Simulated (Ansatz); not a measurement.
Molecular dynamics of AlH2Cl3 (part 4 of 4)

AlH2Cl3; RHF/def2-SVP (Ansatz 0.2.0). It belongs to a series of runs on one base structure; here: dynamics from the highest image of the converged band.

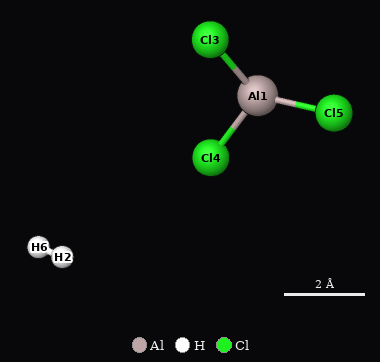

The geometry at step 167 of the log (ball-and-stick view, seen at a tilt; atoms are numbered from 1 in the order of the input).

Trajectory as extended XYZ, continued:
```
6
Properties=species:S:1:pos:R:3:forces:R:3 step=131 time_fs=65.5 energy=-44116.32111 temperature=2798.5
Al    0.0347   -0.7473   -0.4823   -1.2453  -2.0204   2.3696
H    -0.3962    3.9473    3.2160    0.2312   2.7570   1.0417
Cl    1.7385    0.2243   -0.7975    1.8630   0.9143  -0.6857
Cl   -1.7799    0.1683   -0.7746   -0.5113   0.0653  -0.3734
Cl    0.1108   -2.4171    0.9477   -0.1061   1.0403  -1.3108
H    -0.3294    4.7393    3.5151   -0.2315  -2.7565  -1.0413
6
Properties=species:S:1:pos:R:3:forces:R:3 step=134 time_fs=67.0 energy=-44116.43813 temperature=3015.9
Al    0.0343   -0.7580   -0.4980   -1.1876  -1.9513   2.4426
H    -0.4048    4.1106    3.3078    0.1131   1.2518   0.3632
Cl    1.7391    0.2284   -0.7937    1.7443   0.8412  -0.6636
Cl   -1.7804    0.1717   -0.7710   -0.4469   0.0170  -0.3783
Cl    0.1113   -2.4244    0.9493   -0.1096   1.0927  -1.4010
H    -0.3365    4.8612    3.5252   -0.1133  -1.2514  -0.3629
6
Properties=species:S:1:pos:R:3:forces:R:3 step=137 time_fs=68.5 energy=-44116.35108 temperature=2853.7
Al    0.0329   -0.7703   -0.5118   -1.0676  -1.8052   2.4794
H    -0.4117    4.2952    3.4066   -0.3110  -3.1242  -0.5689
Cl    1.7409    0.2330   -0.7902    1.5541   0.7249  -0.6317
Cl   -1.7811    0.1750   -0.7677   -0.3729  -0.0379  -0.3810
Cl    0.1118   -2.4311    0.9500   -0.1135   1.1181  -1.4669
H    -0.3454    4.9619    3.5281    0.3109   3.1244   0.5691
6
Properties=species:S:1:pos:R:3:forces:R:3 step=140 time_fs=70.0 energy=-44116.39978 temperature=2941.1
Al    0.0307   -0.7841   -0.5235   -0.8987  -1.5922   2.4846
H    -0.4242    4.4230    3.4962   -0.2190  -2.0125  -0.1269
Cl    1.7435    0.2380   -0.7871    1.3075   0.5722  -0.5937
Cl   -1.7821    0.1784   -0.7645   -0.2909  -0.0991  -0.3815
Cl    0.1122   -2.4372    0.9498   -0.1177   1.1189  -1.5096
H    -0.3486    5.1194    3.5403    0.2189   2.0127   0.1271
6
Properties=species:S:1:pos:R:3:forces:R:3 step=143 time_fs=71.5 energy=-44116.37352 temperature=2894.3
Al    0.0278   -0.7991   -0.5333   -0.6976  -1.3233   2.4622
H    -0.4409    4.5115    3.5818    0.2359   2.0369  -0.0639
Cl    1.7470    0.2434   -0.7843    1.0223   0.3922  -0.5528
Cl   -1.7833    0.1816   -0.7616   -0.2025  -0.1659  -0.3800
Cl    0.1125   -2.4425    0.9487   -0.1221   1.0968  -1.5296
H    -0.3476    5.3162    3.5564   -0.2360  -2.0368   0.0641
6
Properties=species:S:1:pos:R:3:forces:R:3 step=146 time_fs=73.0 energy=-44116.28329 temperature=2725.0
Al    0.0243   -0.8152   -0.5411   -0.4815  -1.0100   2.4153
H    -0.4532    4.6382    3.6656    0.3514   2.8815  -0.3144
Cl    1.7511    0.2491   -0.7819    0.7169   0.1949  -0.5116
Cl   -1.7845    0.1848   -0.7590   -0.1092  -0.2377  -0.3768
Cl    0.1128   -2.4472    0.9467   -0.1262   1.0527  -1.5271
H    -0.3511    5.4747    3.5743   -0.3515  -2.8814   0.3146
6
Properties=species:S:1:pos:R:3:forces:R:3 step=149 time_fs=74.5 energy=-44116.43593 temperature=3010.0
Al    0.0205   -0.8321   -0.5469   -0.2658  -0.6632   2.3451
H    -0.4584    4.8228    3.7433    0.1152   0.8971  -0.1725
Cl    1.7557    0.2548   -0.7798    0.4079  -0.0102  -0.4717
Cl   -1.7859    0.1878   -0.7565   -0.0126  -0.3136  -0.3719
Cl    0.1130   -2.4512    0.9437   -0.1295   0.9870  -1.5016
H    -0.3616    5.5753    3.5984   -0.1152  -0.8970   0.1726
6
Properties=species:S:1:pos:R:3:forces:R:3 step=152 time_fs=76.0 energy=-44116.32992 temperature=2815.6
Al    0.0164   -0.8496   -0.5509   -0.0625  -0.2922   2.2511
H    -0.4618    5.0217    3.8192   -0.4627  -3.3680   1.0265
Cl    1.7605    0.2606   -0.7781    0.1085  -0.2146  -0.4338
Cl   -1.7872    0.1907   -0.7543    0.0857  -0.3927  -0.3651
Cl    0.1131   -2.4546    0.9398   -0.1317   0.8995  -1.4522
H    -0.3739    5.6617    3.6242    0.4627   3.3680  -1.0264
6
Properties=species:S:1:pos:R:3:forces:R:3 step=155 time_fs=77.5 energy=-44116.42066 temperature=2979.5
Al    0.0123   -0.8672   -0.5530    0.1198   0.0952   2.1325
H    -0.4736    5.1608    3.9143   -0.1989  -1.3450   0.5891
Cl    1.7653    0.2662   -0.7765   -0.1711  -0.4116  -0.3982
Cl   -1.7885    0.1933   -0.7523    0.1835  -0.4735  -0.3565
Cl    0.1131   -2.4575    0.9351   -0.1322   0.7899  -1.3778
H    -0.3779    5.8079    3.6309    0.1988   1.3450  -0.5890
6
Properties=species:S:1:pos:R:3:forces:R:3 step=158 time_fs=79.0 energy=-44116.34745 temperature=2845.1
Al    0.0082   -0.8848   -0.5534    0.2760   0.4924   1.9886
H    -0.4894    5.2716    4.0201    0.3112   1.9847  -1.0980
Cl    1.7701    0.2715   -0.7752   -0.4244  -0.5958  -0.3648
Cl   -1.7897    0.1956   -0.7506    0.2788  -0.5544  -0.3461
Cl    0.1131   -2.4598    0.9294   -0.1305   0.6578  -1.2777
H    -0.3779    5.9823    3.6269   -0.3112  -1.9846   1.0981
6
Properties=species:S:1:pos:R:3:forces:R:3 step=161 time_fs=80.5 energy=-44116.27164 temperature=2701.9
Al    0.0044   -0.9020   -0.5522    0.4040   0.8940   1.8190
H    -0.4992    5.4203    4.1044    0.3897   2.3605  -1.5543
Cl    1.7746    0.2765   -0.7742   -0.6474  -0.7636  -0.3333
Cl   -1.7907    0.1976   -0.7490    0.3696  -0.6335  -0.3342
Cl    0.1129   -2.4618    0.9230   -0.1261   0.5030  -1.1516
H    -0.3838    6.1189    3.6443   -0.3897  -2.3605   1.5543
6
Properties=species:S:1:pos:R:3:forces:R:3 step=164 time_fs=82.0 energy=-44116.40440 temperature=2947.8
Al    0.0009   -0.9185   -0.5496    0.5041   1.2951   1.6243
H    -0.5012    5.6162    4.1578    0.0666   0.3808  -0.2990
Cl    1.7787    0.2810   -0.7733   -0.8389  -0.9126  -0.3035
Cl   -1.7915    0.1991   -0.7477    0.4537  -0.7088  -0.3208
Cl    0.1127   -2.4635    0.9159   -0.1189   0.3262  -1.0000
H    -0.3976    6.2083    3.6927   -0.0666  -0.3808   0.2990
6
Properties=species:S:1:pos:R:3:forces:R:3 step=167 time_fs=83.5 energy=-44116.25350 temperature=2670.0
Al   -0.0022   -0.9340   -0.5457    0.5785   1.6912   1.4058
H    -0.5024    5.8173    4.2086   -0.5123  -2.6928   2.6355
Cl    1.7823    0.2850   -0.7727   -0.9989  -1.0417  -0.2752
Cl   -1.7920    0.2003   -0.7465    0.5291  -0.7782  -0.3062
Cl    0.1124   -2.4650    0.9082   -0.1087   0.1287  -0.8245
H    -0.4121    6.2924    3.7437    0.5123   2.6929  -2.6354
6
Properties=species:S:1:pos:R:3:forces:R:3 step=170 time_fs=85.0 energy=-44116.35318 temperature=2848.0
Al   -0.0048   -0.9480   -0.5406    0.6303   2.0770   1.1673
H    -0.5127    5.9714    4.3061   -0.1225  -0.5821   0.7191
Cl    1.7853    0.2883   -0.7721   -1.1289  -1.1504  -0.2481
Cl   -1.7922    0.2010   -0.7456    0.5941  -0.8400  -0.2907
Cl    0.1121   -2.4664    0.9000   -0.0956  -0.0866  -0.6285
H    -0.4176    6.4236    3.7479    0.1225   0.5821  -0.7190
6
Properties=species:S:1:pos:R:3:forces:R:3 step=173 time_fs=86.5 energy=-44116.22948 temperature=2618.2
Al   -0.0069   -0.9604   -0.5346    0.6633   2.4457   0.9147
H    -0.5257    6.1113    4.4189    0.3167   1.3752  -2.0488
Cl    1.7876    0.2910   -0.7718   -1.2305  -1.2387  -0.2224
Cl   -1.7920    0.2011   -0.7448    0.6471  -0.8921  -0.2748
Cl    0.1117   -2.4678    0.8914   -0.0799  -0.3148  -0.4176
H    -0.4203    6.5690    3.7369   -0.3167  -1.3752   2.0489
6
Properties=species:S:1:pos:R:3:forces:R:3 step=176 time_fs=88.0 energy=-44116.17528 temperature=2515.1
Al   -0.0085   -0.9709   -0.5278    0.6815   2.7883   0.6564
H    -0.5326    6.2777    4.4915    0.3393   1.3457  -2.3792
Cl    1.7891    0.2928   -0.7716   -1.3056  -1.3067  -0.1980
Cl   -1.7914    0.2007   -0.7442    0.6866  -0.9327  -0.2588
Cl    0.1112   -2.4695    0.8825   -0.0625  -0.5488  -0.1997
H    -0.4291    6.6879    3.7660   -0.3393  -1.3457   2.3793
6
Properties=species:S:1:pos:R:3:forces:R:3 step=179 time_fs=89.5 energy=-44116.29578 temperature=2737.1
Al   -0.0096   -0.9791   -0.5206    0.6889   3.0940   0.4032
H    -0.5328    6.4710    4.5170    0.0017   0.0066  -0.0133
Cl    1.7898    0.2939   -0.7715   -1.3559  -1.3547  -0.1752
Cl   -1.7904    0.1998   -0.7437    0.7113  -0.9601  -0.2432
Cl    0.1107   -2.4714    0.8735   -0.0443  -0.7792   0.0152
H    -0.4447    6.7799    3.8423   -0.0017  -0.0066   0.0134
6
Properties=species:S:1:pos:R:3:forces:R:3 step=182 time_fs=91.0 energy=-44116.14181 temperature=2455.4
Al   -0.0101   -0.9848   -0.5130    0.6891   3.3503   0.1678
H    -0.5332    6.6640    4.5463   -0.4297  -1.2211   3.7064
Cl    1.7897    0.2942   -0.7715   -1.3827  -1.3826  -0.1544
Cl   -1.7890    0.1982   -0.7434    0.7200  -0.9730  -0.2288
Cl    0.1102   -2.4739    0.8646   -0.0265  -0.9946   0.2153
H    -0.4600    6.8721    3.9148    0.4297   1.2210  -3.7063
6
Properties=species:S:1:pos:R:3:forces:R:3 step=185 time_fs=92.5 energy=-44116.27706 temperature=2700.7
Al   -0.0100   -0.9878   -0.5052    0.6853   3.5429  -0.0361
H    -0.5412    6.8358    4.6404   -0.0399  -0.0809   0.3900
Cl    1.7888    0.2936   -0.7716   -1.3866  -1.3906  -0.1359
Cl   -1.7871    0.1961   -0.7432    0.7118  -0.9702  -0.2160
Cl    0.1096   -2.4770    0.8557   -0.0105  -1.1821   0.3880
H    -0.4678    6.9856    3.9225    0.0399   0.0808  -0.3900
6
Properties=species:S:1:pos:R:3:forces:R:3 step=188 time_fs=94.0 energy=-44116.16014 temperature=2485.2
Al   -0.0094   -0.9880   -0.4975    0.6798   3.6574  -0.1957
H    -0.5504    7.0040    4.7452    0.2413   0.3134  -2.6191
Cl    1.7870    0.2921   -0.7718   -1.3677  -1.3780  -0.1204
Cl   -1.7848    0.1933   -0.7432    0.6854  -0.9508  -0.2054
Cl    0.1091   -2.4808    0.8471    0.0025  -1.3286   0.5215
H    -0.4743    7.1026    3.9195   -0.2413  -0.3135   2.6192
6
Properties=species:S:1:pos:R:3:forces:R:3 step=191 time_fs=95.5 energy=-44116.18549 temperature=2534.1
Al   -0.0082   -0.9853   -0.4900    0.6737   3.6811  -0.3005
H    -0.5549    7.1780    4.7983    0.2180   0.1131  -2.6111
Cl    1.7844    0.2898   -0.7721   -1.3251  -1.3443  -0.1084
Cl   -1.7821    0.1900   -0.7433    0.6400  -0.9141  -0.1975
Cl    0.1086   -2.4853    0.8388    0.0114  -1.4226   0.6063
H    -0.4856    7.2139    3.9681   -0.2180  -0.1132   2.6111
6
Properties=species:S:1:pos:R:3:forces:R:3 step=194 time_fs=97.0 energy=-44116.34333 temperature=2828.8
Al   -0.0065   -0.9795   -0.4827    0.6666   3.6042  -0.3438
H    -0.5551    7.3546    4.8001   -0.0363   0.0219   0.4918
Cl    1.7810    0.2867   -0.7724   -1.2570  -1.2884  -0.1005
Cl   -1.7790    0.1861   -0.7435    0.5748  -0.8601  -0.1927
Cl    0.1080   -2.4908    0.8309    0.0156  -1.4557   0.6370
H    -0.5011    7.3225    4.0681    0.0363  -0.0220  -0.4918
6
Properties=species:S:1:pos:R:3:forces:R:3 step=197 time_fs=98.5 energy=-44116.25563 temperature=2675.4
Al   -0.0043   -0.9709   -0.4756    0.6567   3.4218  -0.3239
H    -0.5561    7.5332    4.8149   -0.2348   0.6084   3.8580
Cl    1.7768    0.2828   -0.7728   -1.1612  -1.2090  -0.0976
Cl   -1.7755    0.1817   -0.7438    0.4893  -0.7890  -0.1914
Cl    0.1075   -2.4972    0.8234    0.0152  -1.4237   0.6129
H    -0.5159    7.4292    4.1551    0.2348  -0.6084  -3.8580
6
Properties=species:S:1:pos:R:3:forces:R:3 step=200 time_fs=100.0 energy=-44116.45462 temperature=3044.4
Al   -0.0015   -0.9596   -0.4688    0.6401   3.1345  -0.2440
H    -0.5612    7.7222    4.8971    0.0047  -0.0268  -0.0994
Cl    1.7719    0.2781   -0.7733   -1.0343  -1.1049  -0.1006
Cl   -1.7717    0.1769   -0.7442    0.3834  -0.7018  -0.1938
Cl    0.1070   -2.5044    0.8162    0.0108  -1.3278   0.5385
H    -0.5266    7.5255    4.1746   -0.0047   0.0268   0.0994
```

This output came from the following input.

The input:
```yaml
crystal:
  periodic: [false, false, false]
  atoms:
    - { symbol: Al, position_ang: [0.012814, -0.242361, -0.003485] }
    - { symbol: H, position_ang: [0.021967, 0.083255, 1.624778] }
    - { symbol: Cl, position_ang: [1.82062, 0.174968, -0.969305] }
    - { symbol: Cl, position_ang: [-1.833949, 0.086249, -0.929313] }
    - { symbol: Cl, position_ang: [0.076549, -2.394346, 1.006598] }
    - { symbol: H, position_ang: [0.051098, -1.088567, 1.698725] }
basis:
  gaussian: { orbitals: def2-SVP }
hamiltonian:
  xc: hf
md:
  timestep: 0.5
  n_steps: 200
  ensemble: nve
  temperature: 300.0
  initial_velocities: maxwell_boltzmann
  seed: 8421
```

Run as:
```bash
ansatz run input.yaml --threads 1 --pin off --max-ram 2048MiB --backend cpu --events-out ev --progress --plain --runs-dir out
```

Key numbers:

- outcome: finished
- mean temperature over the second half: 2950 K
- trajectory: 200 steps, 100 fs
- ensemble: nve
- temperature in the input: 300.0 K
- time step: 0.5 fs
- potential energy (last step): −44116.4546 eV
- mean-field energy (last step): −44116.4546 eV
- largest force (length of the vector) (last step): 3.208 eV/Å
- hardware: 1 thread of Intel Xeon @ 2.60GHz (Ice Lake), 24 GiB of memory available, shared host
- wall time: 3.5 min
- peak memory: 0.19 GiB

Remarks:

So short a trajectory is not equilibrated.
